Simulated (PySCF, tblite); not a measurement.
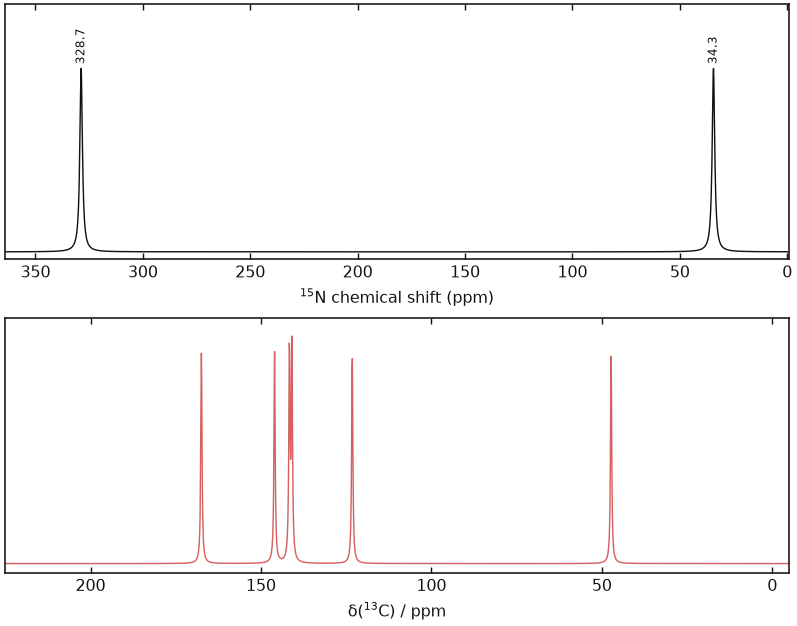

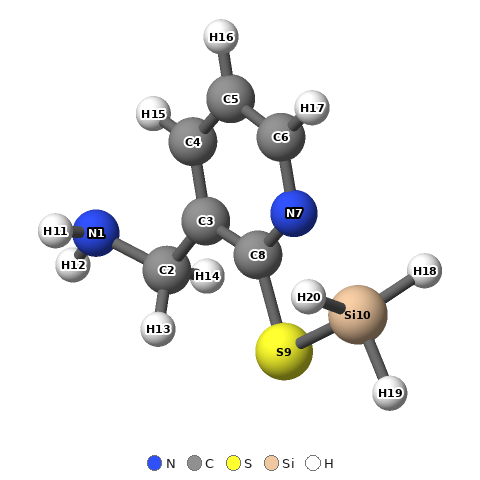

Spectrum and numbered structure of C₆H₁₀N₂SSi, SMILES NCc1cccnc1S[SiH3]. GIAO shifts, PBE0/pcSseg-1, PySCF 2.14.0, at a GFN2-xTB geometry (a minimum by its frequencies), against NH₃ for ¹⁵N and TMS for ¹³C computed at the same level (¹⁵N: a single molecule, while the usual scales start at liquid NH₃ or nitromethane; multiply bonded nitrogen can come out tens of ppm too deshielded). Gas phase, fully decoupled, line heights follow the number of nuclei, widths are arbitrary (no quadrupolar broadening); values of one conformer, averaged over nuclei that symmetry, rotation about single bonds or inversion at nitrogen exchange, these motions taken as fast; other conformers aren't averaged in.

### Assign the ¹⁵N signals to the numbered atoms.

```csv
δ (ppm),nuclei,atoms
328.7,1,N7
34.3,1,N1
```

### Which ¹³C nuclei are the least shielded, and which the most?

Least shielded: C8 at 167.5 ppm. Most shielded: C2 at 47.3 ppm.

Caveats: the tight-binding geometry is rougher than a DFT one and adds to the error.
